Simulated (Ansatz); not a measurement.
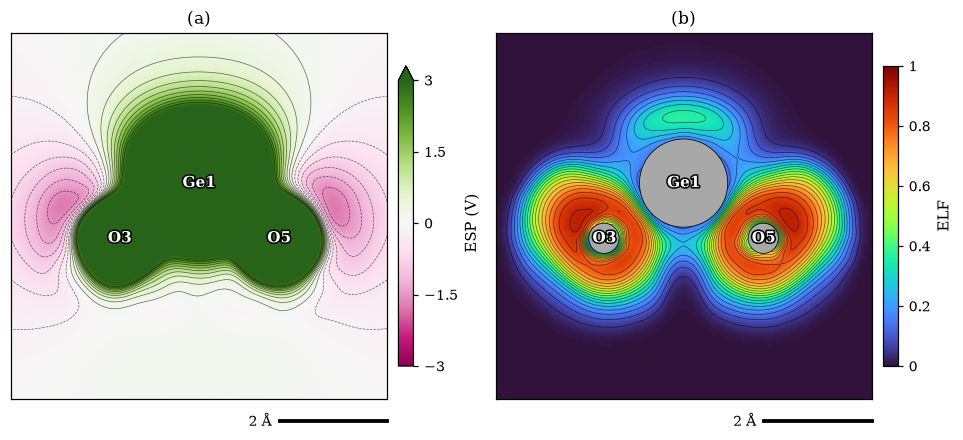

Figure. GeH$_{4}$O$_{2}$. (a) molecular electrostatic potential; (b) electron localisation function on the plane of atoms O3, Ge1 and O5. Grey discs cover the atomic cores in the ELF map.

These are results of RKS revPBE-D4/def2-SVP (Ansatz 0.2.0), not measurements.

Input file:

```
crystal:
  periodic: [false, false, false]
  atoms:
    - { symbol: Ge, position_ang: [-0.006227, -0.225813, 0.226182] }
    - { symbol: H, position_ang: [0.495993, -0.226159, 1.671539] }
    - { symbol: O, position_ang: [1.68802, -0.456829, -0.244324] }
    - { symbol: H, position_ang: [2.238197, -0.019556, 0.429599] }
    - { symbol: O, position_ang: [-0.698154, 1.384615, -0.190111] }
    - { symbol: H, position_ang: [-1.169103, 1.353172, -1.044352] }
    - { symbol: H, position_ang: [-0.859426, -1.36843, -0.371133] }
basis:
  gaussian: { orbitals: def2-SVP }
hamiltonian:
  xc: revpbe
  dispersion: d4
relax:
  f_tol: 0.03
  max_steps: 50
output:
  orbitals: {}
```

Launched as:

```sh
ansatz run input.yaml --threads 1 --pin off --max-ram 2048MiB --backend cpu --events-out ev --progress --plain --runs-dir out
```

The fields are those of the run's last geometry, not of the input's.

Interpret the plot.

- The plane passes through Ge and O nuclei.
- Ge–O (1.81 Å): the ELF peaks at about 0.85 in the valence shell of O, 0.6 Å from its nucleus, and is about 0.35 at the midpoint.
- The ELF also peaks beside O3 and O5, away from the bonds: lone-pair regions.
- Outside the dense part of the molecule the potential is most negative (−1.8 V) near O3 and O5.
